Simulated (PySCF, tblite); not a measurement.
# CH₅O₅PSi, a small gas-phase stand-in for a defect centre: NMR shifts, core binding energies and electronic excitations, part 1 of 2

What NMR shifts, core binding energies and electronic excitations should one expect for `O=P(O)(O)O[C]O[SiH3]`? It is drawn as: twofold C.

Computed with tblite 0.8.0 and PySCF 2.14.0; each step states its level. No surroundings beyond the atoms listed, unless a continuum is named. Atoms count from 0, parts from 1.

## (1) Starting point

13 atoms, charge 0, multiplicity 1; geometry: distance geometry start.

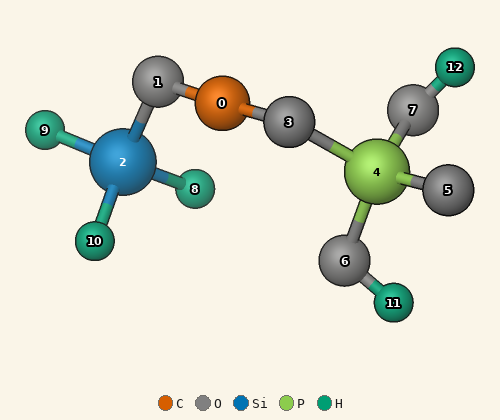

The starting geometry (carbon orange, oxygen grey, silicon blue, phosphorus green, hydrogen teal), atoms numbered.

## (2) Relaxing the cluster with GFN2-xTB

The job: settings as JSON, then the geometry in Å.

```
{"job": {"kind": "relax", "xc": "GFN2-xTB", "basis": "xTB"}, "charge": 0, "multiplicity": 1}
C      0.550667    -1.115772     0.472388
O      1.587354    -1.412283    -0.272356
Si     2.387743    -0.127451    -0.955858
O     -0.526620    -0.855448     1.197848
P     -1.659062     0.139484     0.665630
O     -2.828627     0.375529     1.553827
O     -0.925527     1.506742     0.267641
O     -2.107742    -0.467045    -0.760565
H      1.510590     0.582125    -1.948935
H      3.598285    -0.612851    -1.655341
H      2.809049     0.828494     0.103990
H     -1.570719     2.233064     0.223808
H     -2.841530    -1.067839    -0.650788
```

Level: GFN2-xTB geometry optimisation, gas phase.

The run is started by

```
$ OMP_NUM_THREADS=1 python cluster_run.py task.json out
```

The driver reads the jobs from task.json and runs them one after another.

What it wrote:

```text
step      E/eV     max force
  0    -796.51121    3.907
  1    -796.93613    4.600
  2    -797.79820    5.975
  3    -798.36832    6.989
  4    -798.89167    4.872
  5    -799.41863    2.206
  6    -799.59520    2.117
  7    -799.65602    1.417
  8    -799.72942    0.718
  9    -799.76770    0.706
 10    -799.82600    0.637
 11    -799.85683    0.556
 12    -799.87646    0.303
 13    -799.88730    0.271
 14    -799.90434    0.375
 15    -799.92148    0.398
 16    -799.93728    0.313
 17    -799.94783    0.271
 18    -799.95710    0.347
 19    -799.97036    0.450
 20    -799.98660    0.444
 21    -800.00085    0.292
 22    -800.01297    0.361
 23    -800.02551    0.448
 24    -800.03844    0.379
 25    -800.05132    0.326
 26    -800.06393    0.333
 27    -800.07871    0.389
 28    -800.09932    0.521
 29    -800.11965    0.432
 30    -800.13228    0.276
 31    -800.14037    0.280
 32    -800.14610    0.297
 33    -800.15207    0.249
 34    -800.16118    0.309
 35    -800.16645    0.264
 36    -800.17129    0.209
 37    -800.17581    0.196
 38    -800.18124    0.238
 39    -800.18678    0.268
 40    -800.19180    0.219
 41    -800.19648    0.192
 42    -800.20163    0.212
 43    -800.20893    0.365
 44    -800.21936    0.468
 45    -800.22941    0.360
 46    -800.23482    0.164
 47    -800.23733    0.153
 48    -800.24035    0.238
 49    -800.24460    0.289
 50    -800.24994    0.264
 51    -800.25580    0.222
 52    -800.26085    0.198
 53    -800.26488    0.188
 54    -800.26985    0.233
 55    -800.27739    0.334
 56    -800.28447    0.322
 57    -800.28901    0.176
 58    -800.29104    0.127
 59    -800.29277    0.114
 60    -800.29536    0.162
 61    -800.29865    0.185
 62    -800.30135    0.125
 63    -800.30272    0.077
 64    -800.30325    0.067
 65    -800.30364    0.066
 66    -800.30433    0.097
 67    -800.30540    0.132
 68    -800.30648    0.093
 69    -800.30707    0.066
 70    -800.30732    0.054
 71    -800.30753    0.049
 72    -800.30792    0.060
 73    -800.30902    0.081
 74    -800.31018    0.096
 75    -800.31119    0.094
 76    -800.31174    0.059
 77    -800.31204    0.061
 78    -800.31241    0.059
 79    -800.31285    0.055
 80    -800.31326    0.083
 81    -800.31355    0.048
 82    -800.31390    0.042
 83    -800.31425    0.038
 84    -800.31446    0.032
 85    -800.31461    0.023
 86    -800.31469    0.019
 87    -800.31475    0.017
 88    -800.31481    0.021
 89    -800.31486    0.021
 90    -800.31491    0.018
 91    -800.31495    0.014
 92    -800.31498    0.018
 93    -800.31502    0.016
 94    -800.31506    0.020
 95    -800.31511    0.022
 96    -800.31517    0.027
 97    -800.31524    0.028
 98    -800.31532    0.033
 99    -800.31541    0.037
100    -800.31550    0.029
101    -800.31556    0.023
102    -800.31560    0.016
103    -800.31564    0.013
104    -800.31567    0.013
105    -800.31569    0.011
106    -800.31571    0.010
107    -800.31572    0.007
```

Wall time 3.3 s (1 thread of Arm Neoverse V2, shared host).

Relaxation path:

```csv
step,energy from step 0 (eV),largest force (eV/Å)
0,0.0000,3.9066
4,-2.3805,4.8724
8,-3.2182,0.7180
12,-3.3652,0.3035
16,-3.4261,0.3127
20,-3.4754,0.4442
24,-3.5272,0.3791
28,-3.5881,0.5220
32,-3.6349,0.2975
36,-3.6601,0.2091
40,-3.6806,0.2189
44,-3.7082,0.4674
48,-3.7291,0.2383
52,-3.7496,0.1975
56,-3.7733,0.3213
60,-3.7841,0.1626
64,-3.7920,0.0664
68,-3.7953,0.0923
72,-3.7967,0.0598
76,-3.8005,0.0590
80,-3.8021,0.0830
84,-3.8033,0.0315
88,-3.8036,0.0218
92,-3.8038,0.0173
96,-3.8040,0.0269
100,-3.8043,0.0286
104,-3.8045,0.0120
107,-3.8045,0.0069
```

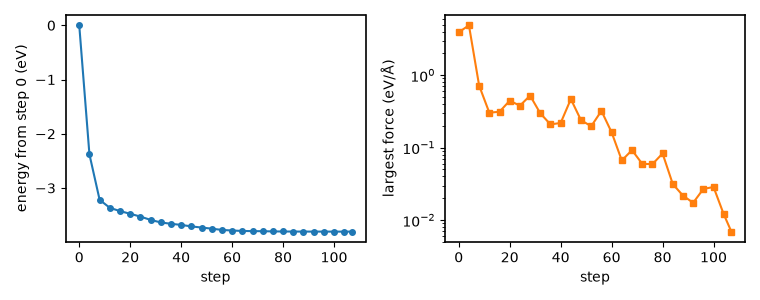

Energy and force, step by step.

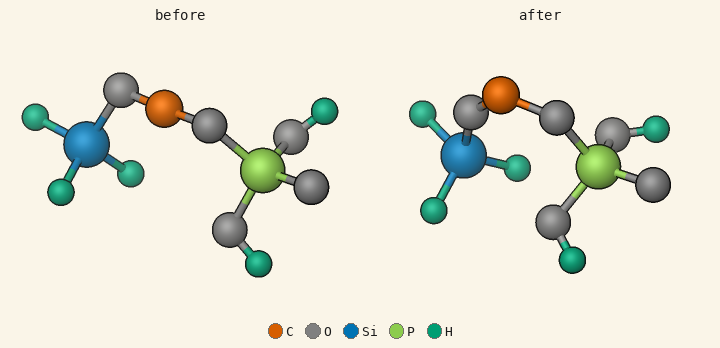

The geometry before (left) and after (right).

Distances of close pairs at the start and the end, largest changes first:

```csv
bond,before (Å),after (Å),change (Å)
Si2–H8,1.503,1.455,-0.048
C0–O1,1.310,1.275,-0.035
P4–O5,1.487,1.455,-0.032
Si2–H10,1.488,1.457,-0.031
Si2–H9,1.480,1.460,-0.020
P4–O7,1.613,1.598,-0.016
O6–H11,0.972,0.957,-0.015
O3–P4,1.599,1.612,+0.013
```

## (3) Optimising the geometry at PBE0-D3(BJ)/def2-SVP

The job: settings as JSON, then the geometry in Å.

```
{"job": {"xc": "PBE0", "basis": "def2-SVP", "d3": "d3bj", "grid": 2, "kind": "geom", "shake": 0.01}, "charge": 0, "multiplicity": 1}
C      0.755179    -1.535447     1.311512
O      1.474290    -1.021364     0.395346
Si     1.730217     0.053796    -0.840757
O     -0.476125    -1.064707     1.389798
P     -1.364161     0.046223     0.596858
O     -2.641468     0.348297     1.240818
O     -0.379190     1.312868     0.496536
O     -1.481598    -0.490423    -0.891869
H      0.665838     0.393570    -1.726438
H      2.742977    -0.745519    -1.530366
H      2.290914     1.212509    -0.131877
H     -0.854054     2.100637     0.783367
H     -2.452610    -0.627811    -1.085522
```

What it wrote:

```text
step   0  E = -1046.89386065  max force = 0.032194
step   1  E = -1046.90535331  max force = 0.009307
step   2  E = -1046.90562500  max force = 0.005051
step   3  E = -1046.90517885  max force = 0.013492
step   4  E = -1046.90600384  max force = 0.003810
step   5  E = -1046.90610558  max force = 0.003758
step   6  E = -1046.90607946  max force = 0.002113
step   7  E = -1046.90626938  max force = 0.002278
step   8  E = -1046.90635818  max force = 0.001302
step   9  E = -1046.90645719  max force = 0.001323
step  10  E = -1046.90658099  max force = 0.001504
step  11  E = -1046.90684536  max force = 0.006575
step  12  E = -1046.90716485  max force = 0.008725
step  13  E = -1046.90766816  max force = 0.008547
step  14  E = -1046.90809815  max force = 0.005248
step  15  E = -1046.90873850  max force = 0.007676
step  16  E = -1046.91060780  max force = 0.011653
step  17  E = -1046.91185286  max force = 0.014866
step  18  E = -1046.91431259  max force = 0.013250
step  19  E = -1046.91326866  max force = 0.036282
step  20  E = -1046.91741041  max force = 0.008042
step  21  E = -1046.91816385  max force = 0.003397
step  22  E = -1046.91823275  max force = 0.002214
step  23  E = -1046.91858819  max force = 0.001091
step  24  E = -1046.91860713  max force = 0.000694
step  25  E = -1046.91864287  max force = 0.001160
step  26  E = -1046.91869358  max force = 0.002116
step  27  E = -1046.91877182  max force = 0.003153
step  28  E = -1046.91889367  max force = 0.002734
step  29  E = -1046.91905703  max force = 0.000640
step  30  E = -1046.91906666  max force = 0.000544
step  31  E = -1046.91907470  max force = 0.000552
step  32  E = -1046.91908418  max force = 0.000489
step  33  E = -1046.91910966  max force = 0.000622
step  34  E = -1046.91912221  max force = 0.000503
step  35  E = -1046.91913277  max force = 0.000311
optimisation converged
```

Wall time 7.7 min (1 thread of Arm Neoverse V2, shared host); peak memory 0.76 GiB.

Step by step: (not every step is listed) (the energy doesn't fall at every step)

```
step  energy from step 0 (eV)  largest force component (eV/Å)
   0                   0.0000                          1.6555
   1                  -0.3127                          0.4786
   2                  -0.3201                          0.2597
   3                  -0.3080                          0.6938
   4                  -0.3304                          0.1959
   5                  -0.3332                          0.1932
   6                  -0.3325                          0.1087
   7                  -0.3377                          0.1171
   8                  -0.3401                          0.0670
  10                  -0.3461                          0.0773
  12                  -0.3620                          0.4487
  14                  -0.3874                          0.2699
  16                  -0.4557                          0.5992
  18                  -0.5565                          0.6813
  20                  -0.6408                          0.4135
  22                  -0.6632                          0.1138
  24                  -0.6734                          0.0357
  26                  -0.6757                          0.1088
  28                  -0.6812                          0.1406
  30                  -0.6859                          0.0280
  31                  -0.6861                          0.0284
  32                  -0.6864                          0.0251
  33                  -0.6871                          0.0320
  34                  -0.6874                          0.0259
  35                  -0.6877                          0.0160
```

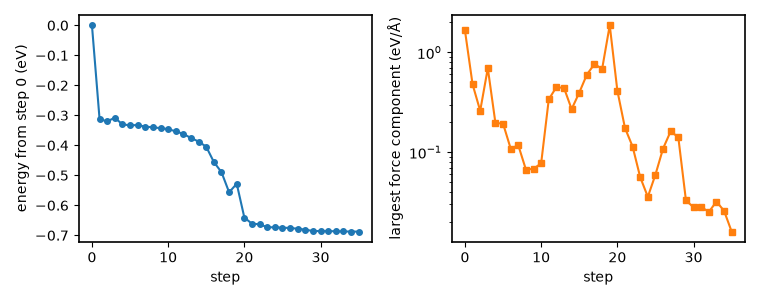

Energy and force, step by step.

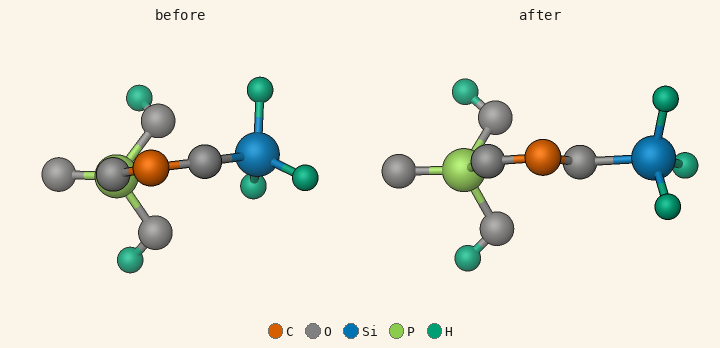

The geometry before (left) and after (right).

Close pairs (by a distance rule), those that changed most:

```
   bond  before (Å)  after (Å)  change (Å)
 O1–Si2       1.658      1.725      +0.067
 Si2–H8       1.426      1.485      +0.059
  C0–O1       1.273      1.311      +0.038
  O3–P4       1.628      1.662      +0.033
 O7–H12       1.000      0.967      -0.032
 Si2–H9       1.463      1.485      +0.022
Si2–H10       1.470      1.485      +0.015
  P4–O7       1.587      1.601      +0.015
```

The final coordinates are the input of the step that follows.

```csv
at the end point,value
point group (found at 0.08 Å tolerance),Cs
"rotational constants (GHz, main isotopes)","3.622, 0.788, 0.768"
dipole moment (D),3.42
```

## (4) Shielding tensors: PBE0/pcSseg-1

The job: settings as JSON, then the geometry in Å.

```
{"job": {"kind": "nmr", "xc": "PBE0", "basis": "pcSseg-1"}, "charge": 0, "multiplicity": 1}
C      0.883456    -0.886345     0.753147
O      0.859466    -0.149395    -0.330592
Si     2.323828    -0.156186    -1.242513
O     -0.291561    -0.803042     1.365058
P     -1.646139     0.064107     0.947055
O     -2.724751    -0.119006     1.929182
O     -1.104844     1.561505     0.771958
O     -1.960271    -0.423487    -0.545616
H      2.019303     0.722040    -2.400762
H      2.617950    -1.543938    -1.681023
H      3.416044     0.408012    -0.409663
H     -1.541066     2.130839     1.421051
H     -2.841183    -0.822239    -0.569903
```

With the program's defaults for keys left out, this is: GIAO PBE0/pcSseg-1 NMR shielding, non-relativistic, gas phase.

What it wrote:

```text
coarse grid: 12864 points
cycle   1  E = -1046.9685863936  dE =  1.601e+00  |g| = 1.326e+00  |ddm| = 3.596e+00
cycle   2  E = -1046.4974663911  dE =  4.711e-01  |g| = 2.069e+00  |ddm| = 2.087e+00
cycle   3  E = -1047.2554757972  dE = -7.580e-01  |g| = 3.217e-01  |ddm| = 1.460e+00
cycle   4  E = -1047.2736561875  dE = -1.818e-02  |g| = 8.421e-02  |ddm| = 2.343e-01
cycle   5  E = -1047.2747749068  dE = -1.119e-03  |g| = 1.766e-02  |ddm| = 5.339e-02
cycle   6  E = -1047.2748290844  dE = -5.418e-05  |g| = 7.875e-03  |ddm| = 1.691e-02
cycle   7  E = -1047.2748396362  dE = -1.055e-05  |g| = 1.788e-03  |ddm| = 5.055e-03
cycle   8  E = -1047.2748402005  dE = -5.644e-07  |g| = 4.415e-04  |ddm| = 1.549e-03
final grid: 117960 points
cycle   9  E = -1047.3715003880  dE = -1.665e-05  |g| = 1.209e-02  |ddm| = 1.639e-02
cycle  10  E = -1047.3714689766  dE =  3.141e-05  |g| = 1.797e-02  |ddm| = 1.539e-02
cycle  11  E = -1047.3715235269  dE = -5.455e-05  |g| = 1.540e-03  |ddm| = 9.975e-03
cycle  12  E = -1047.3715239222  dE = -3.954e-07  |g| = 4.006e-04  |ddm| = 1.041e-03
cycle  13  E = -1047.3715239479  dE = -2.564e-08  |g| = 1.181e-04  |ddm| = 2.743e-04
cycle  14  E = -1047.3715239499  dE = -2.065e-09  |g| = 4.304e-05  |ddm| = 8.421e-05
cycle  15  E = -1047.3715239502  dE = -3.106e-10  |g| = 6.298e-06  |ddm| = 2.986e-05
converged SCF energy = -1047.3715239502

GIAO shielding tensors (ppm)
atom      isotropic    diamagn.    paramagn.     s11        s22        s33       span
  0 C     -138.782     244.538    -383.320   -468.821    -10.437     62.911    531.732
  1 O      -20.846     404.446    -425.293   -379.539    108.875    208.126    587.665
  2 Si     373.079     878.378    -505.299    341.802    345.054    432.382     90.580
  3 O       -7.471     401.294    -408.765   -184.914     58.331    104.169    289.083
  4 P      318.629     964.954    -646.325    217.414    239.969    498.504    281.091
  5 O      168.667     394.054    -225.387    134.287    138.683    233.031     98.744
  6 O      213.718     392.737    -179.019    166.741    179.030    295.383    128.642
  7 O      214.621     392.691    -178.070    168.309    179.603    295.950    127.641
  8 H       26.062      28.815      -2.753     23.254     25.299     29.634      6.381
  9 H       26.098      27.876      -1.779     23.100     24.774     30.420      7.320
 10 H       26.112      27.900      -1.788     23.094     24.794     30.448      7.355
 11 H       27.731      28.512      -0.782     20.494     23.245     39.454     18.960
 12 H       27.721      28.388      -0.667     20.468     23.180     39.514     19.046
```

It took 28 s on 1 thread of Arm Neoverse V2, shared host; peak memory 0.93 GiB.

The references, computed at this level on geometries of the same kind, shield at (ppm): 1H TMS 31.27, 13C TMS 184.4, 29Si TMS 352.0, 17O H2O 334.6, 31P H3PO4 310.1. Their shielding less the atom's gives the shift. The references are single molecules in the gas phase, so shifts against H2O, NH3, PH3, H3PO4 or CFCl3 are not on the usual liquid scales and can be off by tens of ppm. Atoms listed in one row are averaged.

```
 atoms                        environment  σ (ppm)  δ (ppm)
    C0               carbon bonded to 2 O   -138.8    323.2
    H8  hydrogen on a silicon bonded to O    26.06     5.20
    H9  hydrogen on a silicon bonded to O    26.10     5.17
   H10  hydrogen on a silicon bonded to O    26.11     5.15
   H12  hydrogen on an oxygen bonded to P    27.72     3.55
   H11  hydrogen on an oxygen bonded to P    27.73     3.54
    O1             oxygen bonded to C, Si    -20.8    355.4
    O3              oxygen bonded to C, P     -7.5    342.0
    O5                 oxygen bonded to P    168.7    165.9
O6, O7              oxygen bonded to P, H    214.2    120.4
   Si2           silicon bonded to O, 3 H    373.1    -21.1
    P4           phosphorus bonded to 4 O    318.6     -8.5
```

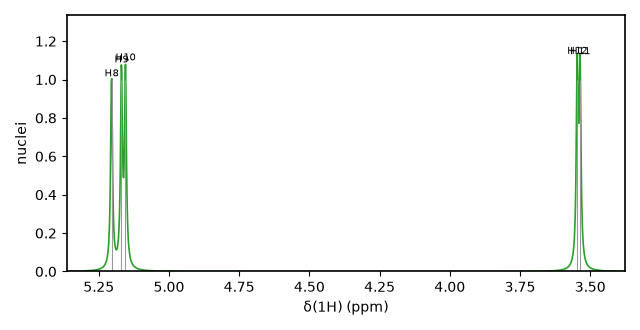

1H lines at the computed shifts, without couplings. Lines are broadened to a width of 0.01 ppm (Lorentzian).

Charges from the same density, by scheme (e):

```csv
atoms,Mulliken,IAO,Hirshfeld,ESP fit
C0,0.27,0.15,0.00,-0.43
O1,-0.54,-0.52,-0.17,0.23
Si2,0.69,0.83,0.41,0.32
O3,-0.50,-0.50,-0.15,-0.08
P4,1.32,1.96,0.56,1.14
O5,-0.58,-0.88,-0.39,-0.67
"O6, O7",-0.48,-0.74,-0.23,-0.68
```

ESP fit charges:

C0 -0.43; O1 0.23; Si2 0.32; O3 -0.08; P4 1.14; O5 -0.67; O6 -0.68; O7 -0.68; H8 -0.08; H9 -0.03; H10 -0.03; H11 0.50; H12 0.49

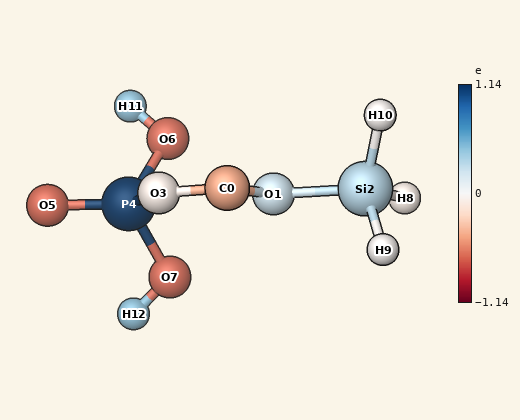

ESP fit charges, as colours on the atoms.

Mayer bond orders: C0–O1 1.20, O1–Si2 0.75, C0–O3 1.11, O3–P4 0.83, P4–O5 1.92, P4–O6 1.07, P4–O7 1.07.

The fields below are evaluated on a grid from the run's orbitals.

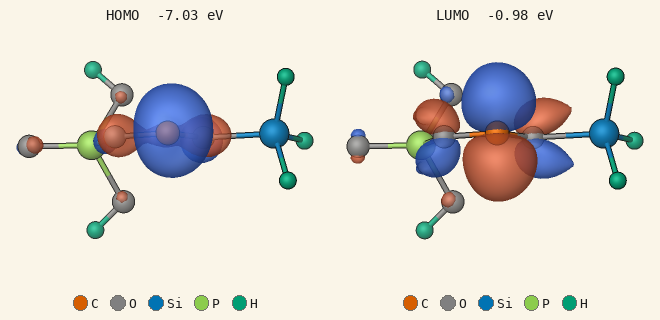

Frontier orbitals at PBE0/pcSseg-1; each surface holds 70 % of the orbital's density, blue and red mark the sign.

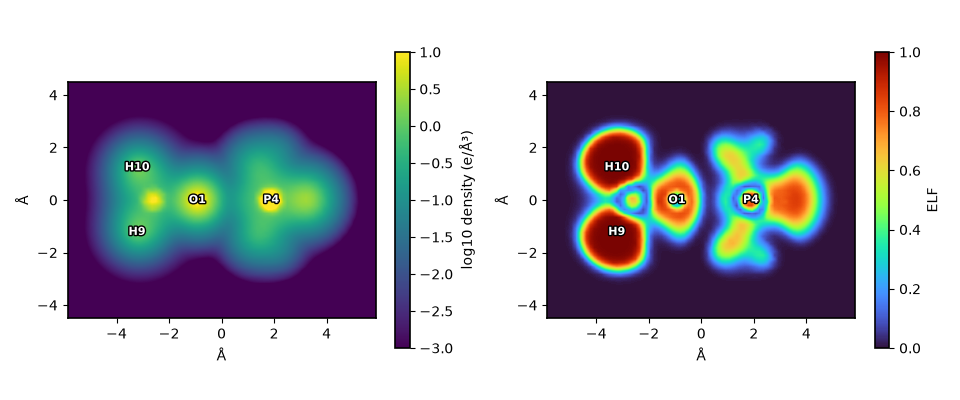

Density (left) and ELF (right) in a plane through or near 4 of the atoms.

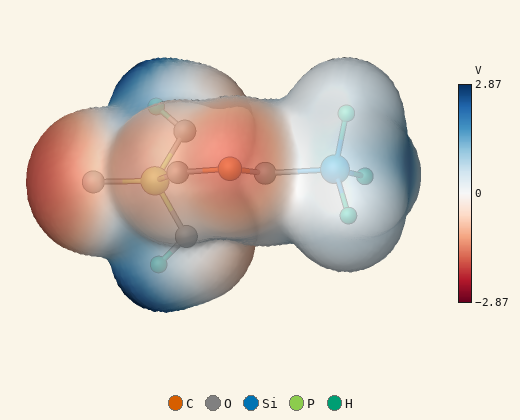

Electrostatic potential on the surface of density 0.002 e/bohr³; red is low, blue high. It runs from -1.75 V near O5 to 2.87 V near H12.

(Continued in part 2 of 2.)
